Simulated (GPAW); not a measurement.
# Si K ELNES/XANES of diamond-type (Si)₁₋ₓ(Ge)ₓ at x = 0.25 from DFT, part 2 of 3

Aim: the Si K edge in diamond-type (Si)₁₋ₓ(Ge)ₓ at x = 0.25, one member of a composition series.

GPAW 26.7.0; X-ray absorption from dipole matrix elements to empty bands, plane-wave PAW PBE.

So far. Step 3 (The field without a hole): The mesh shows a gap of 0.38 eV. The excited electron is kept all the same, so that all members of the series, with or without a gap, are treated alike.

## 5. Spectrum with XCH, Si atom 3

The holes are 7.8 Å apart. In GPAW the data set carries the hole's charge, so charge=0 means a charged cell and charge=-1 a neutral one. The excited electron is kept in the cell, where it fills the lowest empty states and screens the hole. After the field has converged, empty bands are computed with the density fixed and the dipole matrix elements are summed.

The absorber has 1 Si at 2.35 Å, 1 Si at 2.36 Å, 1 Si at 2.37 Å and 1 Ge at 2.40 Å (tetrahedral).

File xas.py:

```python
import numpy as np
from ase import Atoms
from ase.parallel import parprint, paropen
from gpaw import GPAW, PW, FermiDirac, Mixer, MixerDif, setup_paths
from gpaw.test import gen
setup_paths.insert(0, '.')
gen('Si', name='fch1s', xcname='PBE', corehole=(1, 0, 1), write_xml=True)
from gpaw.mpi import world
world.barrier()

atoms = Atoms('GeSi4GeSi2GeSi2GeSi4',
    cell=[[0, 5.48775, 5.48775],
     [5.48775, 0, 5.48775],
     [5.48775, 5.48775, 0]],
    scaled_positions=[[0.9981364, 0.0062648, 0.9984853],
     [0.1217417, 0.126827, 0.1310746],
     [0.004387, 0.9988047, 0.5011508],
     [0.1260387, 0.1298417, 0.6202109],
     [0.9986172, 0.4969494, 0.0009137],
     [0.1255555, 0.6216475, 0.1273079],
     [0.9970905, 0.5014975, 0.5054808],
     [0.124736, 0.6253385, 0.6273997],
     [0.498416, 0.9982925, 0.0044763],
     [0.621389, 0.1282943, 0.1281743],
     [0.4979154, 0.9992005, 0.4984111],
     [0.6263179, 0.1274525, 0.619836],
     [0.5038265, 0.4985207, 0.9985852],
     [0.6267886, 0.6200299, 0.1259113],
     [0.4979178, 0.5055975, 0.4975027],
     [0.6237928, 0.6256214, 0.6250185]],
    pbc=True)
atoms.calc = calc = GPAW(legacy_gpaw=True, mode=PW(400, force_complex_dtype=True), xc='PBE', setups={2: 'fch1s'},
    kpts={'size': (3, 3, 3), 'gamma': True}, occupations=FermiDirac(0.04),
    charge=-1, mixer=Mixer(0.1, 5, 50), maxiter=150,
    convergence={'density': 0.0001, 'eigenstates': 1e-6}, txt='scf.txt')
energy = atoms.get_potential_energy() + calc.get_reference_energy()
ef = calc.get_fermi_level()
out = dict(energy=energy, fermi=ef, forces=atoms.get_forces().tolist())
parprint(f'all-electron energy {energy:.4f} eV, Fermi level {ef:.4f} eV')
ev = np.array([[calc.get_eigenvalues(k, s) for k in range(len(calc.get_ibz_k_points()))] for s in range(calc.get_number_of_spins())])
out['homo'], out['lumo'], out['counts'] = ev[ev < ef].max(), ev[ev > ef].min(), sorted(set((ev < ef).sum((0, 2)).tolist()))
out['filled'] = (ev[:, 0] < ef).sum(1).tolist()

from ase.units import Ha
from gpaw.xas import dipole_matrix_elements
nb = int(calc.get_number_of_electrons() / 2) + 169
top, nb = nb, nb + 8 + nb // 12
nscf = calc.fixed_density(kpts={'size': (4, 4, 4), 'gamma': True}, nbands=nb,
    convergence={'bands': top, 'eigenstates': 5e-3}, maxiter=60, txt='nscf.txt')
cell = atoms.cell.array
ops = [cell.T @ U.T @ np.linalg.inv(cell.T) for U in nscf.wfs.kd.symmetry.op_scc]
filled = [32]  # bands filled in the ground state, by spin
E = np.arange(-6, 30, 0.1)
fwhm = np.interp(E, [4, 25], [0.9, 3.5])
Y, X, zero, highest = 0, 0, 1e9, 1e9
for spin in range(nscf.get_number_of_spins()):
    wfs = nscf.wfs
    mine = wfs.bd.get_slice()  # this rank's bands
    A = dipole_matrix_elements(wfs.setups[2])
    eps = np.zeros((wfs.kd.nibzkpts, nb))
    d = np.zeros((3, A.shape[1], wfs.kd.nibzkpts, nb), complex)
    for kpt in wfs.kpt_u:
        if kpt.s == spin and 2 in kpt.P_ani:
            eps[kpt.k, mine] = kpt.eps_n * Ha
            d[:, :, kpt.k, mine] = (kpt.weight * wfs.nspins / 2) ** 0.5 * np.inner(A, kpt.P_ani[2])
    world.sum(eps)
    world.sum(d)
    T = np.einsum('amkn,bmkn->abkn', d, d.conj()).real
    T = sum(np.einsum('ai,ijkn,bj->abkn', R, T, R) for R in ops) / len(ops)
    empty = np.ones_like(eps, bool) & (np.arange(nb) >= filled[spin])
    zero, highest = min(zero, eps[empty].min()), min(highest, eps[:, top - 1].min())
    lines = [(eps, T, empty)] if spin == 0 else lines + [(eps, T, empty)]
for eps, T, empty in lines:
    f = np.einsum('aakn->akn', T).reshape(3, -1)
    x = eps.ravel() - zero
    w = np.interp(x, E, fwhm) / 2.35482
    g = np.exp(-0.5 * ((E[:, None] - x) / w) ** 2) / (w * (2 * np.pi) ** 0.5)
    Y = Y + (f * empty.ravel()) @ g.T
    X = X + (f * ~empty.ravel()) @ g.T
out.update(E=E.round(2).tolist(), xas=Y.tolist(), xes=X.tolist(), zero=zero, valid=highest - zero, nk=len(eps), nb=nb)
for i in range(0, len(E), 10):
    parprint(f'{E[i]:7.2f}', *(f'{v:10.3e}' for v in Y[:, i]))
import json
with paropen('out.json', 'w') as f:
    json.dump(out, f)
```

Started as:

```console
> OMP_NUM_THREADS=1 mpirun -n 4 gpaw python xas.py
```

Numbers of over 12 decimals in the logs are rounded to 6 here.

Output:

```text
Input parameters:
  charge: -1
  convergence: {density: 0.0001,
                eigenstates: 1e-06}
  kpts: {gamma: True,
         size: (3, 3, 3)}
  maxiter: 150
  mixer: {backend: pulay,
          beta: 0.1,
          method: separate,
          nmaxold: 5,
          weight: 50}
  mode: {ecut: 400.0,
         force_complex_dtype: True,
         name: pw}
  occupations: {fixmagmom: False,
                name: fermi-dirac,
                width: 0.04}
  setups: {2: fch1s}
  xc: PBE

Initialize ...

[... PAW data sets ...]

Reference energy: -321165.274867  # eV

Spin-paired calculation

[... convergence settings ...]
Symmetries present (total): 1
  [... symmetry matrices ...]

27 k-points: 3 x 3 x 3 Monkhorst-Pack grid
14 k-points in the irreducible part of the Brillouin zone
       k-points in crystal coordinates                weights
   0:     0.00000000    0.00000000    0.00000000          1/27
   1:     0.00000000    0.00000000    0.33333333          2/27
   2:     0.00000000    0.33333333   -0.33333333          2/27
   3:     0.00000000    0.33333333    0.00000000          2/27
   4:     0.00000000    0.33333333    0.33333333          2/27
   5:     0.33333333   -0.33333333   -0.33333333          2/27
   6:     0.33333333   -0.33333333    0.00000000          2/27
   7:     0.33333333   -0.33333333    0.33333333          2/27
   8:     0.33333333    0.00000000   -0.33333333          2/27
   9:     0.33333333    0.00000000    0.00000000          2/27
          ...
  13:     0.33333333    0.33333333    0.33333333          2/27

Wave functions: Plane wave expansion
  Cutoff energy: 400.000 eV
  Number of coefficients (min, max): 5960, 6039
  Pulay-stress correction: 0.000000 eV/Ang^3 (de/decut=0.000000)
  Using FFTW library
  Wavefunction extrapolation:
    Improved wavefunction reuse through dual PAW basis

Occupation numbers: Fermi-Dirac:
  width: 0.0400  # eV

Eigensolver
   Davidson(niter=2)

Densities:
  Coarse grid: 36*36*36 grid
  Fine grid: 72*72*72 grid
  Total Charge: 0.000000

Density mixing:
  Method: separate
  Backend: pulay
  Linear mixing parameter: 0.1
  old densities: 5
  Width of damping distribution: 1.1
  Damping of long wavelength oscillations: 50

[... Hamiltonian set-up ...]
Number of atoms: 16
Number of atomic orbitals: 64
Number of bands in calculation: 43
Number of valence electrons: 65
Bands to converge: occupied

... initialized

Initializing position-dependent things.

Density initialized from atomic densities
Creating initial wave functions:
  43 bands from LCAO basis set

                     Si

             Si        Ge  Si
                  Ge    Si  Si
               Si
                    Si
                 Ge
                         Si
         Si           Si
              Ge

                Si
       Si

Atomic positions and initial magnetic moments

Positions:
   0 Ge     5.513817   10.956961    5.511903    ( 0.0000,  0.0000,  0.0000)
   1 Si     1.415300    1.387393    1.364083    ( 0.0000,  0.0000,  0.0000)
   2 Si     8.231381    2.774265    5.505265    ( 0.0000,  0.0000,  0.0000)
   3 Si     4.116101    4.095231    1.404208    ( 0.0000,  0.0000,  0.0000)
   4 Si     2.732148    5.485176    8.207296    ( 0.0000,  0.0000,  0.0000)
   5 Ge     4.110080    1.387651    4.100463    ( 0.0000,  0.0000,  0.0000)
   6 Si     5.526045    8.245736    8.223876    ( 0.0000,  0.0000,  0.0000)
[...]
13 Si     4.093539    4.130629    6.842228    ( 0.0000,  0.0000,  0.0000)
  14 Si     5.504763    5.462619    5.507041    ( 0.0000,  0.0000,  0.0000)
  15 Si     6.863199    6.853164    6.856473    ( 0.0000,  0.0000,  0.0000)

Unit cell:
           periodic     x           y           z      points  spacing
  1. axis:    yes    0.000000    5.487750    5.487750    36     0.1760
  2. axis:    yes    5.487750    0.000000    5.487750    36     0.1760
  3. axis:    yes    5.487750    5.487750    0.000000    36     0.1760

  Lengths:   7.760850   7.760850   7.760850
  Angles:   60.000000  60.000000  60.000000

Effective grid spacing dv^(1/3) = 0.1921

iter:   1   -95.697632
iter:   2   -93.685529   -1.66  -0.79
iter:   3   -92.156020   -1.51  -0.84
iter:   4   -92.071646   -2.46  -1.01
iter:   5   -92.091285   -2.54  -1.24
iter:   6   -92.080769c  -2.90  -1.88
iter:   7   -92.065453c  -3.69  -1.96
iter:   8   -92.071210c  -3.33  -2.26
iter:   9   -92.061653c  -3.67  -2.33
iter:  10   -92.061590c  -5.31  -2.99
iter:  11   -92.061488c  -5.22  -3.08
iter:  12   -92.061446c  -5.71  -3.30
iter:  13   -92.061458c  -6.30c -3.60
iter:  14   -92.061448c  -7.03c -3.81
iter:  15   -92.061448c  -7.23c -3.94
iter:  16   -92.061449c  -7.97c -4.16c

Converged after 16 iterations.

Dipole moment: (-24.571328, -24.138672, -24.508324) |e|*Ang

Energy contributions relative to reference atoms: (reference = -321165.274867)

Kinetic:       +149.892368
Potential:     -136.013904
External:        +0.000000
XC:            -105.493264
Entropy (-ST):   -0.019203
Local:           -0.437048
SIC:             +0.000000
--------------------------
Free energy:    -92.071051
Extrapolated:   -92.061449

Showing only first 2 kpts
 Kpt  Band  Eigenvalues  Occupancy
  0    30      5.40931    2.00000
  0    31      5.43256    2.00000
  0    32      5.57976    1.99999
  0    33      5.83082    1.99728

  1    30      5.00039    2.00000
  1    31      5.01292    2.00000
  1    32      6.01795    1.74471
[...]
Fermi level: 6.09482

No gap
No difference between direct/indirect transitions

Forces in eV/Ang:
  0 Ge    0.02512   -0.03001   -0.21361
  1 Si    0.05116   -0.10803    0.10618
  2 Si   -0.22180    0.20616    0.23603
  3 Si    0.01932    0.05672    0.17424
  4 Si    0.15130   -0.06902   -0.03050
  5 Ge   -0.04624    0.05824   -0.00735
  6 Si    0.00885   -0.11064   -0.04468
[...]
13 Si   -0.05227    0.02805   -0.06233
 14 Si    0.09471   -0.06596    0.25393
 15 Si    0.03719    0.00931   -0.01143
Scalar-relativistic atomic PBE calculation for Si (Silicon, Z=14)
Core hole in 1s state (1s occupation: 1.0)
450 radial gridpoints.
|------------------------------------------------|
|------------------------------------------------|
[... the atom generator's iteration count ...]

Energy contributions:
-------------------------
Kinetic:     +221.745190
XC:           -16.785200
Potential:   -426.372331
-------------------------
Total:       -221.412342

state      eigenvalue         ekin         rmax
-----------------------------------------------
1s^1.0 :   -71.206846    96.114624        0.072
2s^2.0 :    -6.491723    14.943914        0.433
2p^6.0 :    -4.995075    14.633345        0.356
3s^2.0 :    -0.832019     2.235437        1.584
3p^2.0 :    -0.528006     1.735896        1.752
-----------------------------------------------
(units: Bohr and Hartree)

Generating PAW setup
Kinetic energy of the core from tauc = 214.240136
Cutoffs:
rc(s)=2.000
rc(p)=2.000
rc(d)=2.000
rc(vbar)=1.800
rc(comp)=2.000
rc(nct)=2.000

Kinetic energy of the core states: 213.802523
Charge: 1.0
Core electrons: 9.0
Valence electrons: 4.0
Pseudo-core charge: 0.074419
Shape function alpha=2.500
Pseudo-electron charge 4.463919
state    eigenvalue         norm
--------------------------------
3s(2) :    -0.832019     1.189601
*s    :     0.167981
3p(2) :    -0.528006     1.005149
*p    :     0.471994
*d    :     0.000000
--------------------------------

Diagonalizing with gridspacing h=0.050

state   all-electron     PAW
-------------------------------
3s:      -0.832019    -0.832268
3p:      -0.528006    -0.528057
*d:                   -0.145245
*f:                   -0.019937
-------------------------------
all-electron energy -321257.3363 eV, Fermi level 6.0948 eV
[...]
27.00  4.616e-06  4.616e-06  4.584e-06
  28.00  4.390e-06  4.390e-06  4.368e-06
  29.00  4.014e-06  4.023e-06  4.011e-06
```

Run time: 4.2 min. Hardware: 4 MPI ranks of Intel Xeon Platinum 8259CL at 2.50GHz (Skylake/Cascade Lake), shared host; peak memory 0.64 GiB.

The Si K spectrum, Si atom 3, excited-electron core hole (neutral cell) (energy from the bottom of the conduction band, which holds the excited electron; intensity scaled to a mean of 1 over the first 20 eV):

```
E (eV)  isotropic  ε ∥ x  ε ∥ y
  -2.0       0.00   0.00   0.00
  -0.5       0.02   0.02   0.01
   1.0       1.07   1.09   1.05
   2.5       1.16   1.12   1.18
   4.0       1.73   1.71   1.75
   5.5       0.86   0.89   0.85
   7.0       1.34   1.37   1.33
   8.5       0.83   0.84   0.82
  10.0       1.11   1.08   1.12
  11.5       0.95   0.95   0.95
  13.0       1.10   1.08   1.11
  14.5       0.80   0.79   0.80
  16.0       0.72   0.70   0.73
  17.5       0.82   0.81   0.83
  19.0       0.77   0.80   0.76
  20.5       0.76   0.77   0.75
  22.0       0.69   0.69   0.68
  23.5       0.68   0.69   0.67
  25.0       0.83   0.83   0.83
  26.5       0.90   0.90   0.90
```

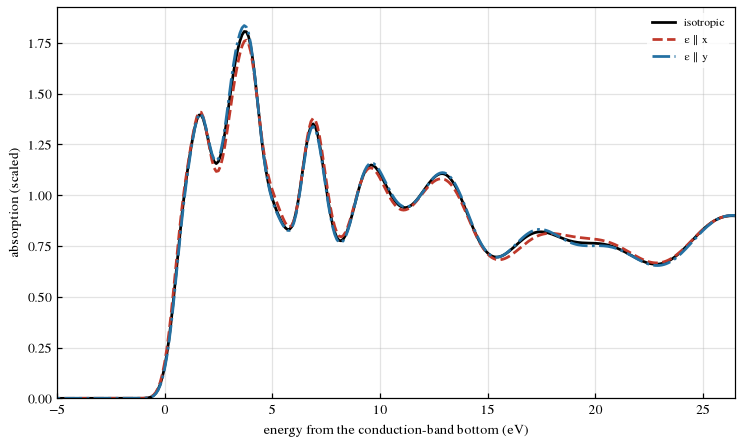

The Si K edge, Si atom 3, excited-electron core hole (neutral cell): main maxima at 1.7, 3.7 and 6.9 eV.

Main maxima below 24 eV (height): 1.7 eV (1.39), 3.7 eV (1.81), 6.9 eV (1.35), 9.6 eV (1.15), 12.9 eV (1.11) and 17.5 eV (0.82). A K edge sees empty p states on the absorber.

The total-energy difference is 1851.65 eV. One term is added: -14.97 eV, since the hole is spin-paired here and a spin-polarised one costs that much less in the free atom (computed apart). The photon energy is then 1836.68 eV. The tabulated edge of the element is 1839 eV. The functional leaves an error of a few eV in such absolute values.

## 6. Reference energy of the cell

The absorbing element, whose data set is made anew, changes for the next run, so it gets a reference energy of its own.

File scf.py:

```python
import numpy as np
from ase import Atoms
from ase.parallel import parprint, paropen
from gpaw import GPAW, PW, FermiDirac, Mixer, MixerDif, setup_paths
from gpaw.test import gen
setup_paths.insert(0, '.')
gen('Ge', name='nch1s', xcname='PBE', corehole=(1, 0, 0), write_xml=True)
from gpaw.mpi import world
world.barrier()

atoms = Atoms('GeSi4GeSi2GeSi2GeSi4',
    cell=[[0, 5.48775, 5.48775],
     [5.48775, 0, 5.48775],
     [5.48775, 5.48775, 0]],
    scaled_positions=[[0.9981364, 0.0062648, 0.9984853],
     [0.1217417, 0.126827, 0.1310746],
     [0.004387, 0.9988047, 0.5011508],
     [0.1260387, 0.1298417, 0.6202109],
     [0.9986172, 0.4969494, 0.0009137],
     [0.1255555, 0.6216475, 0.1273079],
     [0.9970905, 0.5014975, 0.5054808],
     [0.124736, 0.6253385, 0.6273997],
     [0.498416, 0.9982925, 0.0044763],
     [0.621389, 0.1282943, 0.1281743],
     [0.4979154, 0.9992005, 0.4984111],
     [0.6263179, 0.1274525, 0.619836],
     [0.5038265, 0.4985207, 0.9985852],
     [0.6267886, 0.6200299, 0.1259113],
     [0.4979178, 0.5055975, 0.4975027],
     [0.6237928, 0.6256214, 0.6250185]],
    pbc=True)
atoms.calc = calc = GPAW(legacy_gpaw=True, mode=PW(400, force_complex_dtype=True), xc='PBE', setups={0: 'nch1s'},
    kpts={'size': (3, 3, 3), 'gamma': True}, occupations=FermiDirac(0.02),
    charge=0, mixer=Mixer(0.1, 5, 50), maxiter=150,
    convergence={'density': 0.0001, 'eigenstates': 1e-6}, txt='scf.txt')
energy = atoms.get_potential_energy() + calc.get_reference_energy()
ef = calc.get_fermi_level()
out = dict(energy=energy, fermi=ef, forces=atoms.get_forces().tolist())
parprint(f'all-electron energy {energy:.4f} eV, Fermi level {ef:.4f} eV')
ev = np.array([[calc.get_eigenvalues(k, s) for k in range(len(calc.get_ibz_k_points()))] for s in range(calc.get_number_of_spins())])
out['homo'], out['lumo'], out['counts'] = ev[ev < ef].max(), ev[ev > ef].min(), sorted(set((ev < ef).sum((0, 2)).tolist()))
out['filled'] = (ev[:, 0] < ef).sum(1).tolist()
import json
with paropen('out.json', 'w') as f:
    json.dump(out, f)
```

Started as:

```console
> OMP_NUM_THREADS=1 mpirun -n 4 gpaw python scf.py
```

Output:

```text
Input parameters:
  convergence: {density: 0.0001,
                eigenstates: 1e-06}
  kpts: {gamma: True,
         size: (3, 3, 3)}
  maxiter: 150
  mixer: {backend: pulay,
          beta: 0.1,
          method: separate,
          nmaxold: 5,
          weight: 50}
  mode: {ecut: 400.0,
         force_complex_dtype: True,
         name: pw}
  occupations: {fixmagmom: False,
                name: fermi-dirac,
[...]
4s(2) :    -0.430924     1.107261
*s    :     0.569076
4p(2) :    -0.143178     1.010051
*p    :     0.856822
*d    :     0.000000
--------------------------------

Diagonalizing with gridspacing h=0.050

state   all-electron     PAW
-------------------------------
4s:      -0.430924    -0.431199
4p:      -0.143178    -0.143361
*d:                    0.031896
*f:                    0.067241
-------------------------------
all-electron energy -323108.9870 eV, Fermi level 5.7126 eV
[key lines of the parts left out:]
Converged after 16 iterations.
Dipole moment: (-24.306430, -23.720384, -23.843457) |e|*Ang
Free energy:    -82.303839
Fermi level: 5.71260
```

The job ended after 47 s (4 MPI ranks; peak memory 0.29 GiB; 3.1 min of CPU time).

Reference energy: -323108.987 eV with the cores included.

[end of part 2 of 3]

[Banner, clock and machine lines of the logs are left out without a mark of their own.]

[Logs are printed without paths, hosts, clocks, repeated set-up lines and the standing remarks that a program may print on its own settings, such as how far it seeks lower states.]

[Hosts, paths, dates, database ids (printed as entryN), source tags and the programs' standing remarks are cut or masked in the printed files.]

[Lists of maxima count a maximum above −3 eV only where it reaches 4 % of the highest in the window and stands out from its surroundings by 2 % of it (1.5 % where it reaches 55 %); shoulders and weaker maxima are passed over, and of the rest the first, up to two pre-edge ones and the few strongest are named.]
